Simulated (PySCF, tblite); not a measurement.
**C₅H₁₃NOSi₂: geometry, infrared bands and NMR shifts**

What infrared bands and NMR shifts should C₅H₁₃NOSi₂ (`C=NC[SiH2][Si@H](O)C1CC1`) show?

Programs: tblite 0.8.0 and PySCF 2.14.0, with density-fitted response routines of our own. Each step states its level of theory. These are calculated values for one molecule in the gas phase, unless marked as measured. Atoms are numbered from 0 throughout.

**1. The molecule as given**

22 atoms, charge 0, multiplicity 1; geometry from: force field or distance geometry start.

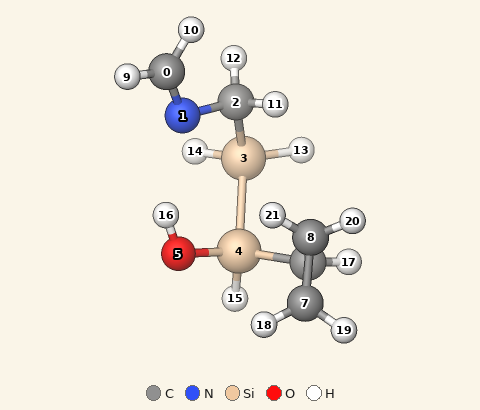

The starting geometry (carbon grey, nitrogen blue, silicon light orange, oxygen red, hydrogen white), atoms numbered.

**2. Relaxing the molecule with GFN2-xTB**

Job settings and geometry (Å):

```
{"job": {"kind": "relax", "xc": "GFN2-xTB", "basis": "xTB"}, "charge": 0, "multiplicity": 1}
C      3.208900    -0.481600     0.991200
N      2.253300    -0.004800     0.241700
C      1.749700    -0.994300    -0.715700
Si     0.722800    -0.105500    -2.033600
Si    -0.861500     1.161400    -0.859300
O     -0.069800     2.088800     0.267800
C     -2.097200    -0.003800    -0.064500
C     -2.819400     0.458700     1.179500
C     -1.765900    -0.616600     1.279900
H      3.664600     0.162900     1.758900
H      3.578200    -1.513800     0.914500
H      1.109500    -1.726700    -0.197000
H      2.553800    -1.525900    -1.203700
H      0.057800    -1.106900    -2.915900
H      1.588400     0.767400    -2.866300
H     -1.579800     2.064400    -1.791400
H      0.763300     1.692200     0.605300
H     -2.654100    -0.615800    -0.769300
H     -2.603400     1.428900     1.611300
H     -3.857000     0.158600     1.300800
H     -2.103700    -1.622400     1.476400
H     -0.849100    -0.350700     1.788700
```

Started as:

```bash
$ OMP_NUM_THREADS=1 python probes_run.py task.json out
```

This one command runs all jobs of the session in turn.

The log of the run:

```text
step      E/eV     max force
  0    -754.69779    3.569
  1    -754.83072    3.036
  2    -754.91093    0.483
  3    -754.93654    0.343
  4    -754.95319    0.378
  5    -754.96329    0.294
  6    -754.97584    0.260
  7    -754.98599    0.253
  8    -754.99909    0.355
  9    -755.01187    0.343
 10    -755.02275    0.200
 11    -755.03017    0.208
 12    -755.03620    0.186
 13    -755.04152    0.189
 14    -755.04568    0.174
 15    -755.04934    0.175
 16    -755.05337    0.211
 17    -755.05841    0.222
 18    -755.06482    0.206
 19    -755.07284    0.246
 20    -755.08266    0.251
 21    -755.09370    0.213
 22    -755.10487    0.283
 23    -755.11614    0.281
 24    -755.12498    0.589
 25    -755.12553    0.568
 26    -755.13930    0.164
 27    -755.14497    0.159
 28    -755.15644    0.129
 29    -755.16102    0.176
 30    -755.16658    0.266
 31    -755.17121    0.195
 32    -755.17675    0.171
 33    -755.18117    0.146
 34    -755.18503    0.142
 35    -755.18758    0.162
 36    -755.18939    0.139
 37    -755.19112    0.138
 38    -755.19285    0.095
 39    -755.19479    0.075
 40    -755.19569    0.088
 41    -755.19685    0.095
 42    -755.19797    0.090
 43    -755.19957    0.083
 44    -755.20108    0.073
 45    -755.20211    0.092
 46    -755.20279    0.101
 47    -755.20341    0.066
 48    -755.20412    0.058
 49    -755.20474    0.045
 50    -755.20502    0.044
 51    -755.20530    0.042
 52    -755.20567    0.036
 53    -755.20606    0.034
 54    -755.20632    0.025
 55    -755.20646    0.025
 56    -755.20656    0.022
 57    -755.20667    0.023
 58    -755.20683    0.030
 59    -755.20700    0.035
 60    -755.20713    0.025
 61    -755.20722    0.019
 62    -755.20729    0.019
 63    -755.20736    0.020
 64    -755.20744    0.019
 65    -755.20752    0.020
 66    -755.20761    0.021
 67    -755.20772    0.023
 68    -755.20789    0.034
 69    -755.20812    0.034
 70    -755.20835    0.027
 71    -755.20853    0.025
 72    -755.20867    0.029
 73    -755.20884    0.040
 74    -755.20910    0.041
 75    -755.20947    0.041
 76    -755.20986    0.048
 77    -755.21021    0.066
 78    -755.21063    0.072
 79    -755.21120    0.067
 80    -755.21181    0.053
 81    -755.21232    0.043
 82    -755.21266    0.039
 83    -755.21294    0.047
 84    -755.21329    0.042
 85    -755.21366    0.043
 86    -755.21397    0.032
 87    -755.21411    0.047
 88    -755.21441    0.035
 89    -755.21470    0.027
 90    -755.21508    0.050
 91    -755.21532    0.053
 92    -755.21570    0.038
 93    -755.21610    0.034
 94    -755.21660    0.039
 95    -755.21708    0.059
 96    -755.21752    0.058
 97    -755.21793    0.052
 98    -755.21832    0.049
 99    -755.21870    0.042
100    -755.21899    0.053
101    -755.21920    0.044
102    -755.21940    0.031
103    -755.21960    0.027
104    -755.21975    0.028
105    -755.21999    0.031
106    -755.22015    0.025
107    -755.22029    0.026
108    -755.22046    0.026
109    -755.22067    0.032
110    -755.22089    0.035
111    -755.22104    0.038
112    -755.22121    0.029
113    -755.22137    0.028
114    -755.22175    0.026
115    -755.22198    0.029
116    -755.22231    0.034
117    -755.22251    0.047
118    -755.22275    0.031
119    -755.22303    0.035
120    -755.22340    0.039
121    -755.22374    0.046
122    -755.22427    0.041
123    -755.22487    0.048
124    -755.22534    0.047
125    -755.22571    0.039
126    -755.22599    0.039
127    -755.22632    0.048
128    -755.22671    0.047
129    -755.22703    0.059
130    -755.22726    0.035
131    -755.22746    0.034
132    -755.22766    0.024
133    -755.22787    0.029
134    -755.22804    0.030
135    -755.22818    0.025
136    -755.22829    0.024
137    -755.22840    0.023
138    -755.22853    0.024
139    -755.22866    0.028
140    -755.22878    0.024
141    -755.22893    0.027
142    -755.22914    0.032
143    -755.22948    0.049
144    -755.23000    0.072
145    -755.23067    0.069
146    -755.23127    0.053
147    -755.23154    0.054
148    -755.23164    0.063
149    -755.23193    0.071
150    -755.23213    0.036
151    -755.23251    0.037
152    -755.23321    0.054
153    -755.23376    0.049
154    -755.23437    0.058
155    -755.23481    0.071
156    -755.23529    0.068
157    -755.23579    0.057
158    -755.23650    0.093
159    -755.23690    0.069
160    -755.23760    0.062
161    -755.23802    0.107
162    -755.23853    0.049
163    -755.23894    0.045
164    -755.23944    0.048
165    -755.23972    0.070
166    -755.24019    0.050
167    -755.24060    0.056
168    -755.24101    0.039
169    -755.24143    0.037
170    -755.24184    0.038
171    -755.24220    0.046
172    -755.24265    0.042
173    -755.24316    0.043
174    -755.24366    0.057
175    -755.24417    0.061
176    -755.24468    0.058
177    -755.24525    0.055
178    -755.24577    0.069
179    -755.24626    0.055
180    -755.24663    0.039
181    -755.24686    0.022
182    -755.24696    0.023
183    -755.24705    0.025
184    -755.24713    0.015
185    -755.24720    0.018
186    -755.24724    0.013
187    -755.24727    0.014
188    -755.24731    0.013
189    -755.24734    0.018
190    -755.24737    0.012
191    -755.24740    0.011
192    -755.24742    0.012
193    -755.24745    0.012
194    -755.24748    0.013
195    -755.24751    0.013
196    -755.24755    0.012
197    -755.24757    0.011
198    -755.24760    0.009
```

It took 2.1 s on 1 thread of Arm Neoverse V1, shared host; peak memory 0.18 GiB.

Relaxation path: (not every step is listed)

```tsv
step	energy from step 0 (eV)	largest force (eV/Å)
0	0.0000	3.5692
1	-0.1329	3.0363
2	-0.2131	0.4835
3	-0.2387	0.3425
4	-0.2554	0.3780
5	-0.2655	0.2943
6	-0.2780	0.2601
7	-0.2882	0.2530
8	-0.3013	0.3548
26	-0.4415	0.1642
44	-0.5033	0.0731
62	-0.5095	0.0187
80	-0.5140	0.0531
98	-0.5205	0.0489
116	-0.5245	0.0340
134	-0.5302	0.0296
152	-0.5354	0.0541
170	-0.5440	0.0381
188	-0.5495	0.0125
193	-0.5497	0.0116
194	-0.5497	0.0132
195	-0.5497	0.0126
196	-0.5498	0.0122
197	-0.5498	0.0114
198	-0.5498	0.0094
```

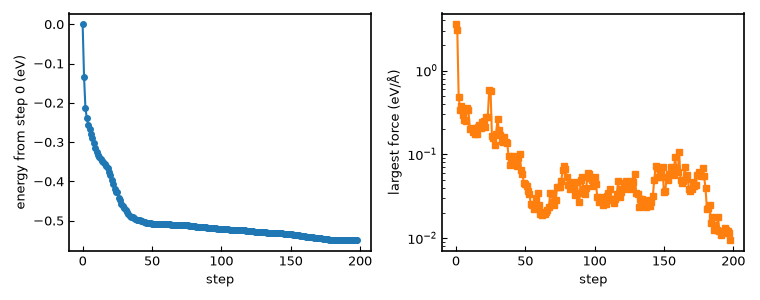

Energy and force, step by step.

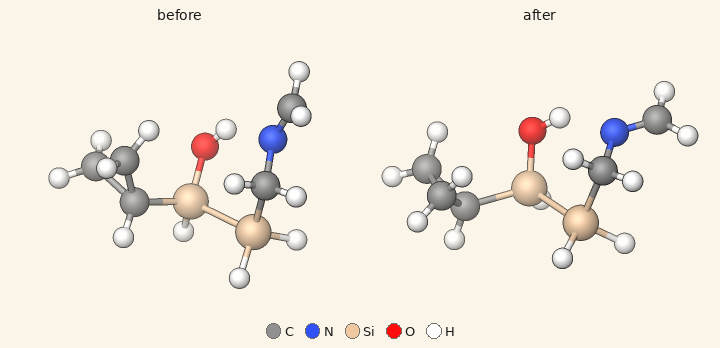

Before and after, at one scale.

Distances of close pairs at the start and the end, largest changes first:

```tsv
bond	before (Å)	after (Å)	change (Å)
C0–N1	1.305	1.256	-0.049
N1–C2	1.466	1.418	-0.048
C2–Si3	1.892	1.940	+0.048
Si4–O5	1.660	1.624	-0.036
Si3–Si4	2.344	2.316	-0.028
Si3–H13	1.491	1.469	-0.022
C0–H9	1.101	1.080	-0.021
C2–H12	1.080	1.098	+0.018
```

The next job starts from the end point, and lists it.

**3. Infrared spectrum with GFN2-xTB**

Job settings and geometry (Å):

```
{"job": {"kind": "ir", "xc": "GFN2-xTB", "basis": "xTB"}, "charge": 0, "multiplicity": 1}
C      3.645855     0.406369     0.231844
N      2.470820     0.000391     0.407772
C      1.982920    -1.155106    -0.253034
Si     0.686836    -0.552132    -1.564553
Si    -0.620650     1.008776    -0.461685
O      0.047391     1.272086     0.995014
C     -2.379120     0.386879    -0.169951
C     -2.989854     0.452579     1.199949
C     -2.611900    -0.869581     0.622413
H      3.957130     1.318586     0.718730
H      4.384938    -0.110118    -0.387042
H      1.455929    -1.761827     0.484778
H      2.780042    -1.761295    -0.703600
H      0.073493    -1.789245    -2.067284
H      1.499018    -0.019701    -2.669874
H     -0.720414     2.303556    -1.158873
H      0.969198     1.009480     1.128993
H     -3.068632     0.546046    -0.990671
H     -2.382673     0.847983     1.999131
H     -4.037977     0.699580     1.287521
H     -3.398214    -1.541756     0.309032
H     -1.754548    -1.376971     1.040540
```

The log of the run:

```text
mode    cm-1     km/mol
  1      22.0      0.02
  2      24.4      0.63
  3      74.7      0.62
  4      92.5      0.58
  5     115.9      2.76
  6     131.5      2.96
  7     161.7      2.83
  8     201.7     11.52
  9     255.4      2.68
 10     282.8      7.94
 11     327.5     35.20
 12     398.5      2.99
 13     431.7     30.50
 14     444.5      2.73
 15     520.7    106.04
 16     557.7      8.71
 17     609.6     60.68
 18     620.2    317.54
 19     636.0     79.23
 20     668.3    107.09
 21     709.5     88.33
 22     766.5     37.38
 23     792.8    193.00
 24     808.6      0.82
 25     817.3    142.09
 26     844.1      3.19
 27     894.4    333.06
 28     919.2    131.71
 29     955.7     13.55
 30     961.4      1.89
 31    1004.7     43.66
 32    1021.7     16.76
 33    1029.5     45.44
 34    1066.1      0.88
 35    1074.0      0.94
 36    1114.6      0.08
 37    1119.4      2.08
 38    1162.2      0.26
 39    1180.1     33.39
 40    1246.2     34.16
 41    1248.6      0.96
 42    1349.4      9.43
 43    1422.4      9.90
 44    1446.5      0.32
 45    1462.7      6.24
 46    1489.2      2.38
 47    1724.8     23.46
 48    2142.3    266.32
 49    2184.5    475.57
 50    2202.4    257.41
 51    2870.1     46.95
 52    2901.3    119.24
 53    2966.6     35.29
 54    3031.5     41.31
 55    3069.7     21.68
 56    3072.5     20.21
 57    3075.2     25.72
 58    3082.6     77.26
 59    3105.9     45.78
 60    3339.0    301.09
```

Wall time 1.2 s (1 thread of Arm Neoverse V1, shared host); peak memory 0.18 GiB.

The strongest bands and the atoms that carry them (share of the mass-weighted mode):

```tsv
cm⁻¹	km/mol	atoms
620	317.5	H15 57 %
793	193.0	H14 44 %, H13 40 %
817	142.1	H11 30 %, H12 21 %, C2 21 %
894	333.1	O5 49 %, Si4 26 %, H16 21 %
2142	266.3	H15 94 %
2184	475.6	H14 89 %
2202	257.4	H13 90 %
3339	301.1	H16 94 %
```

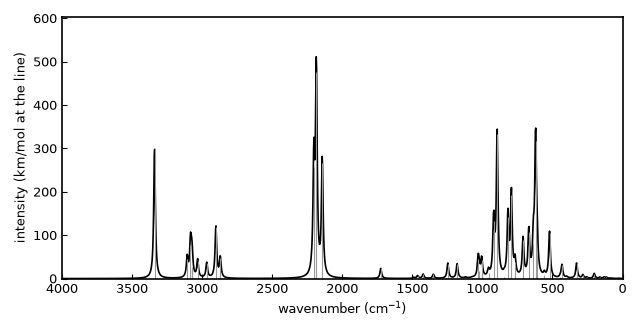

The infrared spectrum from these modes, unscaled. Lines are broadened to a width of 14 cm⁻¹ (Lorentzian).

**4. Shielding tensors: PBE0/pcSseg-1**

Settings changed since step 3:

```diff
@@ -1,2 +1,2 @@
-{"job": {"kind": "ir", "xc": "GFN2-xTB", "basis": "xTB"}, "charge": 0, "multiplicity": 1}
+{"job": {"kind": "nmr", "xc": "PBE0", "basis": "pcSseg-1"}, "charge": 0, "multiplicity": 1}
 C      3.645855     0.406369     0.231844
```

Method: GIAO PBE0/pcSseg-1 NMR shielding, non-relativistic, gas phase.

The log of the run:

```text
coarse grid: 18888 points
cycle   1  E = -906.4346660126  dE =  1.090e+00  |g| = 7.965e-01  |ddm| = 4.166e+00
cycle   2  E = -906.2198152840  dE =  2.149e-01  |g| = 1.306e+00  |ddm| = 2.215e+00
cycle   3  E = -906.5587275176  dE = -3.389e-01  |g| = 1.167e-01  |ddm| = 1.679e+00
cycle   4  E = -906.5610699811  dE = -2.342e-03  |g| = 5.828e-02  |ddm| = 1.621e-01
cycle   5  E = -906.5618767359  dE = -8.068e-04  |g| = 1.037e-02  |ddm| = 5.674e-02
cycle   6  E = -906.5619002372  dE = -2.350e-05  |g| = 4.080e-03  |ddm| = 1.286e-02
cycle   7  E = -906.5619035248  dE = -3.288e-06  |g| = 1.489e-03  |ddm| = 3.987e-03
final grid: 171928 points
cycle   8  E = -906.6219742376  dE = -3.865e-05  |g| = 1.133e-02  |ddm| = 3.213e-02
cycle   9  E = -906.6219393048  dE =  3.493e-05  |g| = 1.718e-02  |ddm| = 2.361e-02
cycle  10  E = -906.6220025136  dE = -6.321e-05  |g| = 2.257e-03  |ddm| = 1.451e-02
cycle  11  E = -906.6220036139  dE = -1.100e-06  |g| = 4.256e-04  |ddm| = 1.653e-03
cycle  12  E = -906.6220036466  dE = -3.269e-08  |g| = 1.761e-04  |ddm| = 4.510e-04
cycle  13  E = -906.6220036526  dE = -5.975e-09  |g| = 4.605e-05  |ddm| = 2.032e-04
cycle  14  E = -906.6220036530  dE = -4.256e-10  |g| = 1.111e-05  |ddm| = 5.104e-05
converged SCF energy = -906.6220036530

GIAO shielding tensors (ppm)
atom      isotropic    diamagn.    paramagn.     s11        s22        s33       span
  0 C       32.250     251.913    -219.663    -68.241     46.667    118.325    186.566
  1 N     -121.197     332.409    -453.606   -457.681   -172.142    266.232    723.914
  2 C      132.721     253.374    -120.653    103.214    116.786    178.164     74.950
  3 Si     422.653     882.422    -459.769    388.085    413.738    466.135     78.050
  4 Si     366.983     880.178    -513.195    330.125    350.557    420.268     90.143
  5 O      311.915     393.775     -81.860    269.139    300.856    365.750     96.612
  6 C      187.280     255.507     -68.226    156.803    176.319    228.719     71.915
  7 C      183.635     254.629     -70.994    157.299    180.382    213.224     55.924
  8 C      183.817     249.974     -66.156    159.525    175.976    215.952     56.427
  9 H       24.724      30.155      -5.431     22.836     23.157     28.178      5.342
 10 H       24.095      28.951      -4.856     20.750     24.106     27.428      6.679
 11 H       27.654      32.745      -5.091     25.524     26.791     30.648      5.124
 12 H       28.006      31.277      -3.271     24.749     26.720     32.550      7.802
 13 H       27.691      31.131      -3.440     24.408     26.315     32.349      7.941
 14 H       28.116      31.026      -2.910     24.610     26.257     33.481      8.872
 15 H       26.111      29.631      -3.521     22.947     23.881     31.504      8.558
 16 H       26.851      32.286      -5.434     14.620     20.927     45.007     30.387
 17 H       32.124      31.246       0.877     25.402     27.838     43.131     17.729
 18 H       30.683      31.722      -1.039     23.756     29.211     39.082     15.326
 19 H       31.023      29.552       1.471     24.937     26.246     41.885     16.949
 20 H       31.054      29.926       1.128     25.153     26.472     41.536     16.383
 21 H       31.438      32.795      -1.356     25.430     29.158     39.726     14.296
```

Run time: 76 s. Hardware: 1 thread of Arm Neoverse V1, shared host; peak memory 1.1 GiB.

The references, computed at this level on geometries of the same kind, shield at (ppm): 1H TMS 31.72, 13C TMS 186.9, 29Si TMS 349.2, 15N NH3 267.7, 17O H2O 336.1. Their shielding less the atom's gives the shift. The references are single molecules in the gas phase, so shifts against H2O, NH3, PH3, H3PO4 or CFCl3 are not on the usual liquid scales and can be off by tens of ppm.

```tsv
atoms	environment	σ (ppm)	δ (ppm)	δ scaled to CDCl3
C0	C=N carbon	32.3	154.7	149.0
C2	sp3 CH2 bonded to N and Si	132.7	54.2	51.0
C7	three-membered-ring carbon	183.6	3.3	1.3
C8	three-membered-ring carbon	183.8	3.1	1.1
C6	three-membered-ring carbon	187.3	-0.4	-2.3
H10	hydrogen on a C=N carbon	24.09	7.62	7.29
H9	hydrogen on a C=N carbon	24.72	6.99	6.70
H15	hydrogen on a silicon bonded to C, O, Si	26.11	5.61	–
H16	hydrogen on an oxygen bonded to Si	26.85	4.87	–
H11	hydrogen on an sp3 CH2 bonded to N and Si	27.65	4.06	3.94
H13	hydrogen on a silicon bonded to C, Si	27.69	4.03	–
H12	hydrogen on an sp3 CH2 bonded to N and Si	28.01	3.71	3.60
H14	hydrogen on a silicon bonded to C, Si	28.12	3.60	–
H18	hydrogen on a three-membered-ring carbon	30.68	1.03	1.08
H19	hydrogen on a three-membered-ring carbon	31.02	0.69	0.76
H20	hydrogen on a three-membered-ring carbon	31.05	0.66	0.73
H21	hydrogen on a three-membered-ring carbon	31.44	0.28	0.37
H17	hydrogen on a three-membered-ring carbon	32.12	-0.41	-0.28
N1	imine nitrogen	-121.2	388.9	–
Si4	silicon bonded to C, O, Si, H	367.0	-17.8	–
Si3	silicon bonded to C, Si, 2 H	422.7	-73.5	–
O5	oxygen bonded to Si, H	311.9	24.2	–
```

The scaled column applies a straight-line fit of computed shieldings to shifts measured in CDCl3 (root-mean-square error 0.16 ppm for H, 1.9 ppm for C).

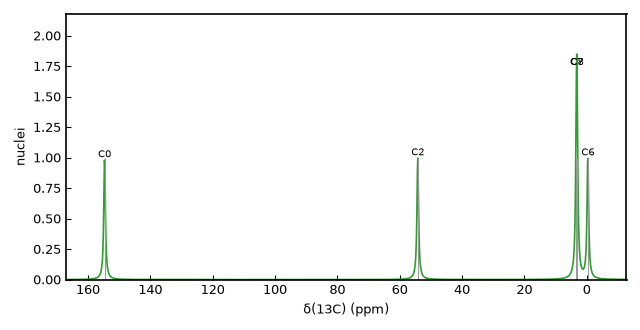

13C lines at the computed shifts, without couplings. Lines are broadened to a width of 0.62 ppm (Lorentzian).

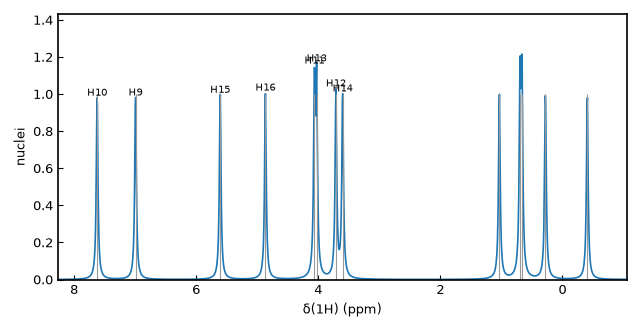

1H lines at the computed shifts, without couplings. Lines are broadened to a width of 0.03 ppm (Lorentzian).

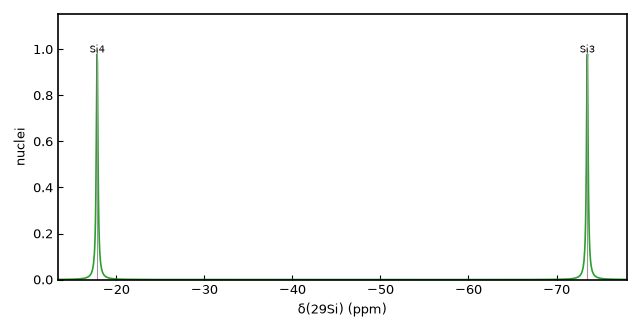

29Si lines at the computed shifts, without couplings. Lines are broadened to a width of 0.22 ppm (Lorentzian).

Charges from the same density, by scheme (e):

```tsv
atoms	Mulliken	IAO	Hirshfeld	ESP fit
C0	0.03	-0.13	0.01	-0.12
N1	-0.48	-0.23	-0.09	-0.20
C2	-0.31	-0.40	-0.11	-0.10
Si3	0.26	0.39	0.23	0.25
Si4	0.81	0.90	0.33	0.41
O5	-0.57	-0.81	-0.31	-0.49
C6	-0.55	-0.43	-0.14	-0.22
C7	-0.19	-0.28	-0.09	-0.14
C8	-0.22	-0.29	-0.09	-0.42
```

IAO charges:

C0 -0.13; N1 -0.23; C2 -0.40; Si3 0.39; Si4 0.90; O5 -0.81; C6 -0.43; C7 -0.28; C8 -0.29; H9 0.16; H10 0.12; H11 0.16; H12 0.12; H13 -0.10; H14 -0.11; H15 -0.15; H16 0.35; H17 0.15; H18 0.16; H19 0.15; H20 0.15; H21 0.14

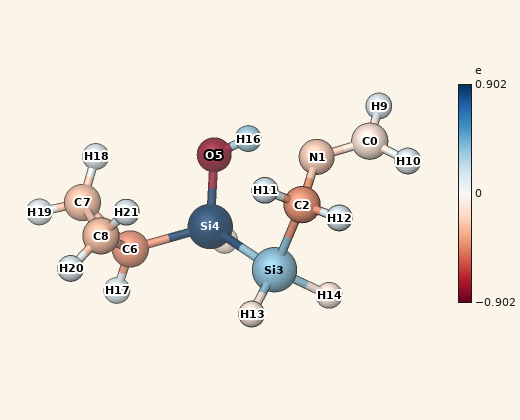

IAO charges, as colours on the atoms.

Mayer bond orders: C0–N1 1.92, N1–C2 0.96, C2–Si3 0.84, Si3–Si4 0.88, Si4–O5 1.07, Si4–C6 0.83, C6–C7 0.96, C7–C8 0.97, C8–C6 0.96.

Ring of atoms C6, C7, C8: NICS(0) -45.4, NICS(1) -8.6, NICS(1)zz -24.4 ppm (means of both faces).

In rings of three or four atoms NICS is ruled by the nearby σ bonds, so it says little on aromaticity.

Orbitals, density, ELF and potential are computed afterwards from the orbital file.

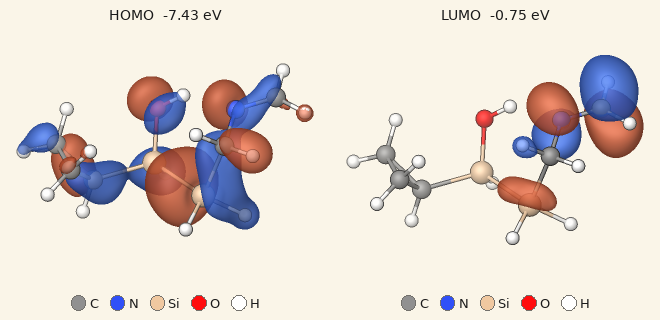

PBE0/pcSseg-1 orbitals near the gap, drawn at the value that encloses 70 % of each; the two colours are the two signs.

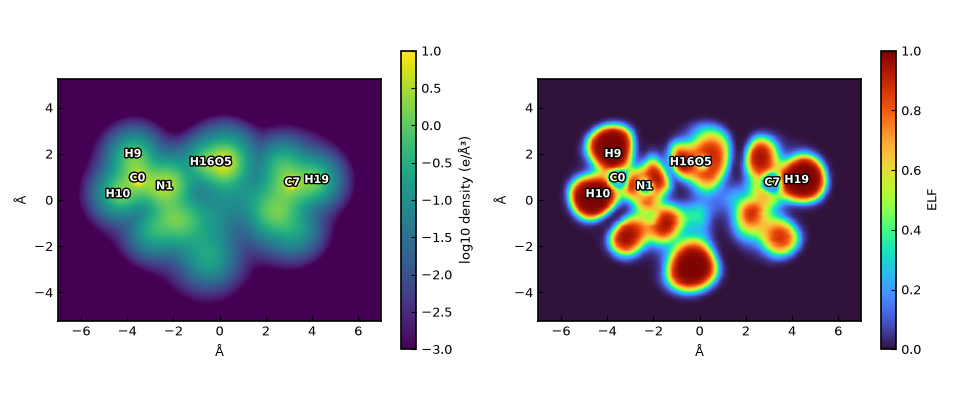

Density (left) and ELF (right) in a plane through or near 8 of the atoms.

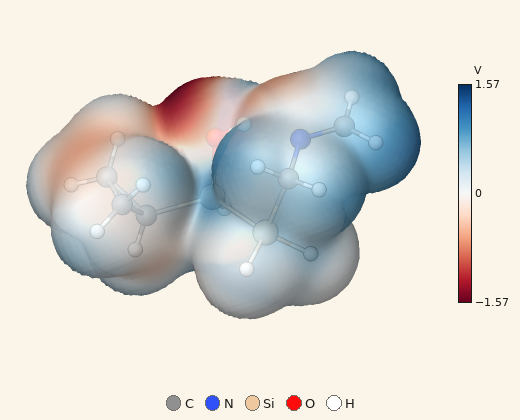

The potential that a unit positive charge feels on the 0.002 e/bohr³ surface, from -1.57 V near O5 to 1.10 V near H10.

**5. Results**

| quantity | value |
| --- | --- |
| strongest single infrared mode (GFN2-xTB) | 2184 cm⁻¹, 476 km/mol |
| zero-point energy (GFN2-xTB) | 104.7 kcal/mol |
| 13C shifts against TMS (PBE0/pcSseg-1) | 154.7, 54.2, 3.3, 3.1, -0.4 ppm |
| 1H shifts against TMS (PBE0/pcSseg-1) | 7.62, 6.99, 5.61, 4.87, 4.06, 4.03, 3.71, 3.60, 1.03, 0.69, 0.66, 0.28, -0.41 ppm |
| 15N shifts against NH3 (PBE0/pcSseg-1) | 388.9 ppm |
| 29Si shifts against TMS (PBE0/pcSseg-1) | -17.8, -73.5 ppm |
| 17O shifts against H2O (PBE0/pcSseg-1) | 24.2 ppm |
| surface potential, least and greatest | -1.57 V and 1.10 V |

In words: The optimisation took 198 steps and gained 0.550 eV; among the close pairs (by a distance rule), C0–N1 changed most, from 1.305 to 1.256 Å. No mode is imaginary among the 60: a minimum at this level. The strongest single mode, at 2184 cm⁻¹, moves mainly H14. Unscaled tight-binding wavenumbers are off by several per cent, some by more. Its intensities can rank the bands wrongly. At PBE0/pcSseg-1: The largest span, 724 ppm, is at N1, where the paramagnetic term is -454 ppm. At PBE0/pcSseg-1, counted by nearest atom on the grid, the HOMO lies on Si3 19 %; Si4 12 %, the LUMO on C0 32 %; N1 31 %.
